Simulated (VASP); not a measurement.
Data:

```yaml
crystal:
  lattice:
    - [0.00000, 3.06359, 3.06359]
    - [3.06359, 0.00000, 3.06359]
    - [3.06359, 3.06359, 0.00000]
  atoms:
    - { symbol: Ga, position: [0.00000, 0.00000, 0.00000] }
    - { symbol: Sb, position: [0.25000, 0.25000, 0.25000] }
```

Method: r2SCAN meta-GGA, VASP's PBE PAW potentials (set 64) (plane waves; VASP). Settings: 400 eV cut-off, 8×8×8 Γ-centred mesh, tetrahedra with Blöchl corrections, potentials Ga_d Sb.

Unless said otherwise, spin-orbit coupling is left out, though it shifts the bands of the heavy elements here.

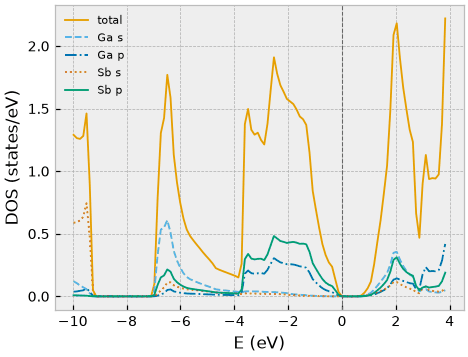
Total and projected density of states, zero at the valence-band maximum

Within 2 eV below the valence-band maximum the largest weight inside VASP's projection spheres is Sb p, then Ga p.

The gap is direct, 0.41 eV, from the valence maximum at Γ to the conduction minimum at Γ.

The compound is GaSb in the zinc blende structure. It was relaxed first.
